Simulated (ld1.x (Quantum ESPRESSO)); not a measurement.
# Pseudopotential generation for Ga: RRKJ, LDA (PW92)

Do these settings give a usable potential? It is generated, then checked for transferability, scattering, ghosts and hardness.

Method: ld1.x (Quantum ESPRESSO) 7.5, LDA (PW92), scalar-relativistic.

### 1 Starting point

The settings as typed:

```json
{"element": "gallium (Ga, Z = 31)", "type": "norm-conserving RRKJ (Kleinman–Bylander form)", "frozen core": "[Ar] 3d10", "valence charge": "3", "reference configuration": "4s2 4p1", "partial waves": "4p (bound): rc 2.50 bohr; 4d channel at 0.2 Ry: rc 2.05 bohr; 4s (bound): rc 1.90 bohr", "local potential": "the s channel", "core correction": "Bessel-smoothed model core inside 1.85 bohr"}
```

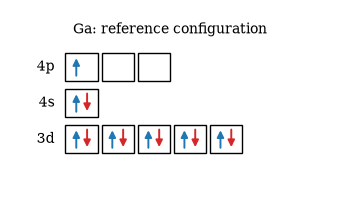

The outer shells as boxes. The arrows follow Hund's rule for the drawing; the calculation itself is spin-unpolarised.

### 2 Generation

Contents of Ga.in:

```
 &input
   title='Ga', zed=31., rel=1, dft='PW', iswitch=3,
   config='[Ar] 3d10 4s2 4p1 4d-2',
   nld=3, rlderiv=2.70, eminld=-3.0, emaxld=5.0, deld=0.02
 /
 &inputp
   pseudotype=2, tm=.false., rho0=0.005, lloc=0,
   nlcc=.true., new_core_ps=.true., rcore=1.85,
   file_pseudopw='Ga.UPF', file_wfcaegen='ae.wfc', file_wfcncgen='nc.wfc', file_beta='beta', file_chi='chi'
 /
3
4P  2  1   1.00   0.00  2.50  2.50  0.0
4D  3  2  -2.00   0.20  2.05  2.05  0.0
4S  1  0   2.00   0.00  1.90  1.90  0.0
 &test
   configts(1)='4s2 4p1'
 /
```

Started as:

```console
$ ld1.x < Ga.in > Ga.out
```

Output in Ga.out (without the banner and most projector matrices):

```text
     Program LD1 v.7.5
     --------------------------- All-electron run ----------------------------

     Ga
     scalar relativistic calculation

     atomic number is 31.00
     dft =PW   lsd =0 sic =0 latt =0  beta=0.20 tr2=1.0E-14
     Exchange-correlation= PW
                           (   1   4   0   0   0   0   0)
     mesh =1205 r(mesh) = 101.09016 a.u. xmin = -7.00 dx = 0.01250
     1 Ry =  13.60569312 eV, c = 137.03599908

     n l     nl                  e(Ry)          e(Ha)          e(eV)
     1 0     1S 1( 2.00)      -750.4709      -375.2355    -10210.6771
     2 0     2S 1( 2.00)       -92.6127       -46.3063     -1260.0596
     2 1     2P 1( 6.00)       -80.7168       -40.3584     -1098.2081
     3 0     3S 1( 2.00)       -10.8363        -5.4181      -147.4352
     3 1     3P 1( 6.00)        -7.2513        -3.6257       -98.6593
     3 2     3D 1(10.00)        -1.4264        -0.7132       -19.4071
     4 0     4S 1( 2.00)        -0.6740        -0.3370        -9.1703
     4 1     4P 1( 1.00)        -0.2009        -0.1004        -2.7331

     final scf error:  1.6E-15 reached in  29 iterations

     Etot =   -3882.243583 Ry,   -1941.121791 Ha,  -52820.614817 eV

     Ekin =    3946.704062 Ry,    1973.352031 Ha,   53697.644309 eV
     Encl =   -9361.625946 Ry,   -4680.812973 Ha, -127371.409759 eV
     Eh   =    1677.888875 Ry,     838.944438 Ha,   22828.841128 eV
     Exc  =    -145.210573 Ry,     -72.605287 Ha,   -1975.690495 eV

     normalization and overlap integrals

     s(1S/1S) =  1.000000  <r> =   0.0487  <r2> =    0.0032  r(max) =   0.0319
     s(2S/2S) =  1.000000  <r> =   0.2182  <r2> =    0.0562  r(max) =   0.1833
     s(2P/2P) =  1.000000  <r> =   0.1909  <r2> =    0.0447  r(max) =   0.1464
     s(3S/3S) =  1.000000  <r> =   0.6531  <r2> =    0.4929  r(max) =   0.5647
     s(3P/3P) =  1.000000  <r> =   0.6800  <r2> =    0.5460  r(max) =   0.5647
     s(3D/3D) =  1.000000  <r> =   0.8111  <r2> =    0.8645  r(max) =   0.5305
     s(4S/4S) =  1.000000  <r> =   2.3302  <r2> =    6.3244  r(max) =   1.8748
     s(4P/4P) =  1.000000  <r> =   3.3751  <r2> =   13.7520  r(max) =   2.5307

     ------------------------ End of All-electron run ------------------------

     --------------------- Generating NC pseudopotential ---------------------

      Generating local pot.: lloc=0, matching radius rcloc =   1.9000

      Computing core charge for nlcc:

       r > 1.85 : true rho core
      Core charge pseudized with two Bessel functions
      Integrated core pseudo-charge :   4.45

      Wfc   4P  rcut= 2.499  Estimated cut-off energy=       27.78 Ry
      This function has    0 nodes for 0 < r <    2.499

      Wfc   4D  rcut= 2.046  Estimated cut-off energy=       52.44 Ry
      This function has    0 nodes for 0 < r <    2.046

     ------------------- End of pseudopotential generation -------------------

     [... the all-electron block is printed once more ...]


     Computing logarithmic derivative in   2.71090
     Computing logarithmic derivative in   2.71090
     Computing the partial wave expansion
       no projector for channel:   0
     R is outside the sphere for l=    1 j= 0.00
     R is outside the sphere for l=    2 j= 0.00

     ---------------------- Testing the pseudopotential ----------------------

     Ga
     scalar relativistic calculation

     atomic number is 31.00   valence charge is  3.00
     dft =PW   lsd =0 sic =0 latt =0  beta=0.20 tr2=1.0E-14
     mesh =1205 r(mesh) = 101.09016 xmin = -7.00 dx = 0.01250

     n l     nl             e AE (Ry)        e PS (Ry)    De AE-PS (Ry)
     1 0     4S   1( 2.00)       -0.67400       -0.67400        0.00000
     2 1     4P   1( 1.00)       -0.20088       -0.20088        0.00000

     eps = 5.4E-15  iter =  9

     Etot =   -3882.243583 Ry,   -1941.121791 Ha,  -52820.614817 eV
     Etotps =    -8.929385 Ry,      -4.464692 Ha,    -121.490472 eV

     Ekin =       1.471779 Ry,       0.735889 Ha,      20.024568 eV
     Encl =      -7.195121 Ry,      -3.597561 Ha,     -97.894613 eV
     Ehrt =       3.074826 Ry,       1.537413 Ha,      41.835134 eV
     Ecxc =      -6.296568 Ry,      -3.148284 Ha,     -85.669167 eV
     (Ecc =      -4.542716 Ry,      -2.271358 Ha,     -61.806800 eV)
     Epseu=       0.015700 Ry,       0.007850 Ha,       0.213607 eV

     ---------------------- End of pseudopotential test ----------------------
```

Run time: 1.7 s. Hardware: 1 thread of Neoverse-V2, shared host. (Generation and the later configuration tests together.)

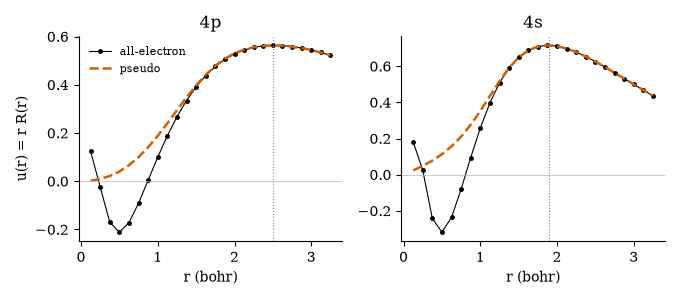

Bound waves of the atom and their pseudo partners (4p, 4s), with the matching radii dotted. The curves join 26 sampled radii, too few to resolve the innermost nodes.

### 3 Transferability test

Contents of Ga.test.in:

```
 &input
   title='Ga', zed=31., rel=1, dft='PW', iswitch=2,
   config='[Ar] 3d10 4s2 4p1 4d-2'
 /
 &test
   file_pseudo='Ga.UPF', nconf=10,
   configts(1)='4s2 4p1',
   configts(2)='4s2 4p0',
   configts(3)='4s1 4p0',
   configts(4)='4s2 4p0.5',
   configts(5)='4s1 4p1',
   configts(6)='4s0 4p3',
   configts(7)='4s1 4p2',
   configts(8)='4s2 4p1.3',
   configts(9)='4s2 4p1', lsdts(9)=1,
   configts(10)='4s1 4p0', lsdts(10)=1
 /
```

Started as:

```console
$ ld1.x < Ga.test.in > Ga.test.out
```

Ga.test.out, the pseudopotential blocks:

```text
     ---------------------- Testing the pseudopotential ----------------------

     Ga
     scalar relativistic calculation

     atomic number is 31.00   valence charge is  3.00
     dft =PW   lsd =0 sic =0 latt =0  beta=0.20 tr2=1.0E-14
     mesh =1205 r(mesh) = 101.09016 xmin = -7.00 dx = 0.01250

     n l     nl             e AE (Ry)        e PS (Ry)    De AE-PS (Ry)
     1 0     4S   1( 2.00)       -0.67400       -0.67400        0.00000
     2 1     4P   1( 1.00)       -0.20088       -0.20088        0.00000

     eps = 4.2E-15  iter = 13

     Etot =   -3882.243583 Ry,   -1941.121791 Ha,  -52820.614817 eV
     Etotps =    -8.929385 Ry,      -4.464692 Ha,    -121.490469 eV

     Ekin =       1.471779 Ry,       0.735889 Ha,      20.024572 eV
     Encl =      -7.195121 Ry,      -3.597561 Ha,     -97.894615 eV
     Ehrt =       3.074826 Ry,       1.537413 Ha,      41.835135 eV
     Ecxc =      -6.296568 Ry,      -3.148284 Ha,     -85.669168 eV
     (Ecc =      -4.542716 Ry,      -2.271358 Ha,     -61.806800 eV)
     Epseu=       0.015700 Ry,       0.007850 Ha,       0.213607 eV

     ---------------------- End of pseudopotential test ----------------------

     ---------------------- Testing the pseudopotential ----------------------

     Ga
     [...]
     n l     nl             e AE (Ry)        e PS (Ry)    De AE-PS (Ry)
     1 0     4S   1( 2.00)       -1.22402       -1.22758        0.00356
     2 1     4P   1( 0.00)       -0.68347       -0.68560        0.00213

     eps = 6.0E-16  iter =  7

     Etot =   -3881.811222 Ry,   -1940.905611 Ha,  -52814.732244 eV
     Etotps =    -8.496242 Ry,      -4.248121 Ha,    -115.597261 eV
     dEtot_ae =       0.432361 Ry
     dEtot_ps =       0.433143 Ry,   Delta E=      -0.000782 Ry

     [...]
     ---------------------- End of pseudopotential test ----------------------

     ---------------------- Testing the pseudopotential ----------------------

     Ga
     [...]
     n l     nl             e AE (Ry)        e PS (Ry)    De AE-PS (Ry)
     1 0     4S   1( 1.00)       -1.94570       -1.96735        0.02165  !
     2 1     4P   1( 0.00)       -1.32541       -1.33988        0.01447  !

     eps = 1.3E-15  iter =  5

     Etot =   -3880.231156 Ry,   -1940.115578 Ha,  -52793.234354 eV
     Etotps =    -6.904579 Ry,      -3.452290 Ha,     -93.941587 eV
     dEtot_ae =       2.012427 Ry
     dEtot_ps =       2.024805 Ry,   Delta E=      -0.012378 Ry

     [...]
     ---------------------- End of pseudopotential test ----------------------

     ---------------------- Testing the pseudopotential ----------------------

     Ga
     [...]
     n l     nl             e AE (Ry)        e PS (Ry)    De AE-PS (Ry)
     1 0     4S   1( 2.00)       -0.93323       -0.93433        0.00110
     2 1     4P   1( 0.50)       -0.42757       -0.42813        0.00056

     eps = 6.1E-16  iter =  9

     Etot =   -3882.087941 Ry,   -1941.043970 Ha,  -52818.497196 eV
     Etotps =    -8.773615 Ry,      -4.386808 Ha,    -119.371115 eV
     dEtot_ae =       0.155642 Ry
     dEtot_ps =       0.155770 Ry,   Delta E=      -0.000127 Ry

     [...]
     ---------------------- End of pseudopotential test ----------------------

     ---------------------- Testing the pseudopotential ----------------------

     Ga
     [...]
     n l     nl             e AE (Ry)        e PS (Ry)    De AE-PS (Ry)
     1 0     4S   1( 1.00)       -1.30447       -1.31315        0.00868  !
     2 1     4P   1( 1.00)       -0.74925       -0.75363        0.00438

     eps = 8.1E-15  iter =  7

     Etot =   -3881.263599 Ry,   -1940.631799 Ha,  -52807.281452 eV
     Etotps =    -7.945723 Ry,      -3.972861 Ha,    -108.107065 eV
     dEtot_ae =       0.979984 Ry
     dEtot_ps =       0.983662 Ry,   Delta E=      -0.003678 Ry

     [...]
     ---------------------- End of pseudopotential test ----------------------

     ---------------------- Testing the pseudopotential ----------------------

     Ga
     [...]
     n l     nl             e AE (Ry)        e PS (Ry)    De AE-PS (Ry)
     1 0     4S   1( 0.00)       -0.82502       -0.83235        0.00732  !
     2 1     4P   1( 3.00)       -0.30475       -0.30665        0.00190

     eps = 5.4E-15  iter = 23

     Etot =   -3881.247913 Ry,   -1940.623956 Ha,  -52807.068037 eV
     Etotps =    -7.928312 Ry,      -3.964156 Ha,    -107.870175 eV
     dEtot_ae =       0.995670 Ry
     dEtot_ps =       1.001073 Ry,   Delta E=      -0.005403 Ry

     [...]
     ---------------------- End of pseudopotential test ----------------------

     ---------------------- Testing the pseudopotential ----------------------

     Ga
     [...]
     n l     nl             e AE (Ry)        e PS (Ry)    De AE-PS (Ry)
     1 0     4S   1( 1.00)       -0.75531       -0.75877        0.00347
     2 1     4P   1( 2.00)       -0.25684       -0.25767        0.00083

     eps = 2.3E-15  iter =  9

     Etot =   -3881.757498 Ry,   -1940.878749 Ha,  -52814.001299 eV
     Etotps =    -8.441946 Ry,      -4.220973 Ha,    -114.858533 eV
     dEtot_ae =       0.486085 Ry
     dEtot_ps =       0.487438 Ry,   Delta E=      -0.001354 Ry

     [...]
     ---------------------- End of pseudopotential test ----------------------

     ---------------------- Testing the pseudopotential ----------------------

     Ga
     [...]
     n l     nl             e AE (Ry)        e PS (Ry)    De AE-PS (Ry)
     1 0     4S   1( 2.00)       -0.54006       -0.53986       -0.00020
     2 1     4P   1( 1.30)       -0.08453       -0.08447       -0.00006

     eps = 6.4E-15  iter = 10

     Etot =   -3882.285942 Ry,   -1941.142971 Ha,  -52821.191141 eV
     Etotps =    -8.971736 Ry,      -4.485868 Ha,    -122.066681 eV
     dEtot_ae =      -0.042359 Ry
     dEtot_ps =      -0.042351 Ry,   Delta E=      -0.000008 Ry

     [...]
     ---------------------- End of pseudopotential test ----------------------

     ---------------------- Testing the pseudopotential ----------------------

     Ga
     [...]
     n l     nl             e AE (Ry)        e PS (Ry)    De AE-PS (Ry)
     1 0     4S   1( 1.00)       -0.69006       -0.69004       -0.00002
     2 1     4P   1( 1.00)       -0.21751       -0.21747       -0.00004
     1 0     4S   2( 1.00)       -0.64794       -0.64800        0.00005
     2 1     4P   2( 0.00)       -0.17458       -0.17465        0.00007

     eps = 4.5E-15  iter = 13

     Etot =   -3882.254219 Ry,   -1941.127110 Ha,  -52820.759536 eV
     Etotps =    -8.939996 Ry,      -4.469998 Ha,    -121.634841 eV
     dEtot_ae =      -0.010637 Ry
     dEtot_ps =      -0.010611 Ry,   Delta E=      -0.000025 Ry

     [...]
     ---------------------- End of pseudopotential test ----------------------

     ---------------------- Testing the pseudopotential ----------------------

     Ga
     [...]
     n l     nl             e AE (Ry)        e PS (Ry)    De AE-PS (Ry)
     1 0     4S   1( 1.00)       -1.98588       -2.00729        0.02141  !
     2 1     4P   1( 0.00)       -1.36218       -1.37638        0.01420  !
     1 0     4S   2( 0.00)       -1.88767       -1.91259        0.02492  !
     2 1     4P   2( 0.00)       -1.27027       -1.28795        0.01769  !

     eps = 3.3E-15  iter =  5

     Etot =   -3880.255226 Ry,   -1940.127613 Ha,  -52793.561837 eV
     Etotps =    -6.927891 Ry,      -3.463946 Ha,     -94.258761 eV
     dEtot_ae =       1.988357 Ry
     dEtot_ps =       2.001494 Ry,   Delta E=      -0.013136 Ry

     [...]
     ---------------------- End of pseudopotential test ----------------------
```

The tests as a table, with energies relative to 4s2 4p1. Spin-polarised rows fill open shells by Hund's rule and count from the unpolarised reference. The frozen-core shift comes from a second all-electron run, not shown, with the core orbitals held at their reference shape; it is that run's ΔE less the relaxed one.

```tsv
valence configuration	charge	ΔE all-electron (eV)	error AE − PS (meV)	frozen-core shift (meV)
4s2 4p0	+1	5.883	-11	+13
4s1 4p0	+2	27.380	-168	+204
4s2 4p0.5	+0.5	2.118	-1.7	+1.9
4s1 4p1	+1	13.333	-50	+55
4s0 4p3	0	13.547	-74	+66
4s1 4p2	0	6.614	-18	+17
4s2 4p1.3	-0.3	-0.576	-0.1	+0.1
4s2 4p1 (spin-polarised)	0	-0.145	-0.3	+1.5
4s1 4p0 (spin-polarised)	+2	27.053	-179	+223
```

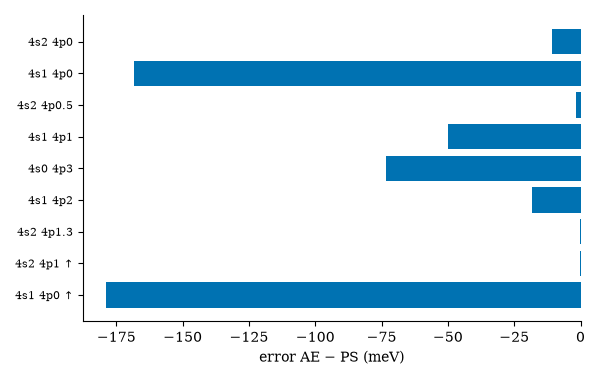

Error of the potential in each test configuration; ↑ marks spin-polarised tests.

### 4 Does it scatter like the atom?

Taken from the files of the generation run. The phase is arctan(r·u′/u) with u = r·R, unwrapped, with energies in Ry. A pole is an energy at which the radial function vanishes at the test radius. The pseudo phase is shifted by a multiple of π to meet the all-electron one at the reference energy. Levels narrower than the energy grid can be missing from the poles. The last column is the largest difference on the grid between −1 and +1 Ry.

| channel | radius (bohr) | reference (Ry) | poles AE | poles PS | window around the reference with phases within 0.05 rad (Ry) | largest difference near zero (rad) |
| --- | --- | --- | --- | --- | --- | --- |
| s | 2.71 | -0.67 | 0.26 | 0.25 | below 2.2 | 0.005 |
| p | 2.71 | -0.20 | 1.30 | 1.30 | the whole range | 0.000 |
| d | 2.71 | 0.20 | -1.40, 3.17 | 2.95 | -1.2 to 0.9 | 0.038 |

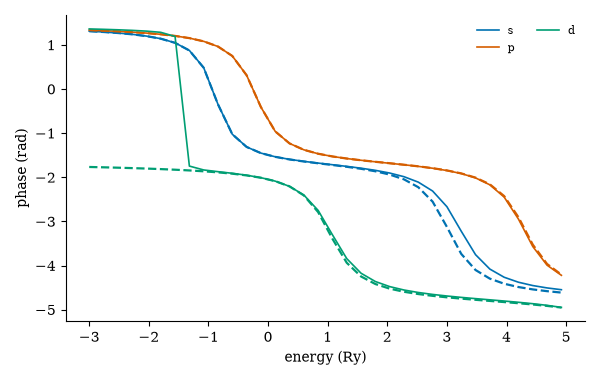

All-electron (solid) and pseudo (dashed) phases against energy.

### 5 Plane-wave convergence, by spherical Bessel functions

A separate test, outside the generator: the pseudo-atom's Hamiltonian at the reference potential is diagonalised in spherical Bessel functions j_l(qr) that vanish at 20 bohr, with q² up to the cutoff.

All-electron valence levels (Ry): 4p -0.2009, 4s -0.6740. The lowest levels of each channel (Ry) by cutoff; the last column sums, over occupied levels, occupation times the distance from the level at 400 Ry. A positive value at high cutoff is not a bound level.

```tsv
cutoff (Ry)	p #1	d #1	s #1	f #1	Σ f·Δε (mRy)
8	-0.1934	0.0502	-0.6485	0.1046	58.4
12	-0.1977	0.0501	-0.6682	0.1046	14.8
15	-0.1999	0.0500	-0.6696	0.1046	9.8
18	-0.2006	0.0492	-0.6697	0.1046	8.9
25	-0.2009	-1.4883	-0.6714	0.1046	5.3
35	-0.2009	-4.7122	-0.6737	0.1046	0.7
45	-0.2009	-4.9050	-0.6738	0.1046	0.3
400	-0.2009	-4.9381	-0.6740	0.1046	0.0
```

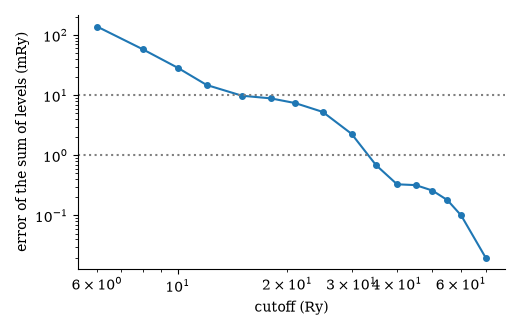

Occupation-weighted error of the valence levels against the cutoff; the dotted lines mark 10 and 1 mRy.

The sum stays within 10 mRy from 15 Ry and within 1 mRy from 35 Ry. The sum leaves out empty levels, which can need more. Ghost test: ghost state, bound below the all-electron valence or empty levels of the same l: d at -67.2 eV.

### 6 Summary of results

```
                                                quantity                  value
               cutoffs for 10 and 1 mRy, occupied levels        15 Ry and 35 Ry
                                            bound ghosts         d at -67.19 eV
         largest test error (AE − PS), unpolarised tests  -168 meV, for 4s1 4p0
largest phase difference near zero energy, channels read              0.038 rad
```

It has a bound ghost (d), a state that the atom doesn't have, and that rules the file out. By total energies transferability is poor: the largest error is 168 meV on 27.4 eV, for 4s1 4p0. Freezing the core accounts for most of it. The potential is soft on the atom at that tolerance: the looser tolerance needs 15 Ry. The slowest occupied level is 4s: taken alone it needs 35 Ry to come within 1 mRy, against 15 Ry for 4p. Of the channels read, d scatters worst near zero energy, by up to 0.04 rad. These are tests on the free atom; a crystal test is still owed.
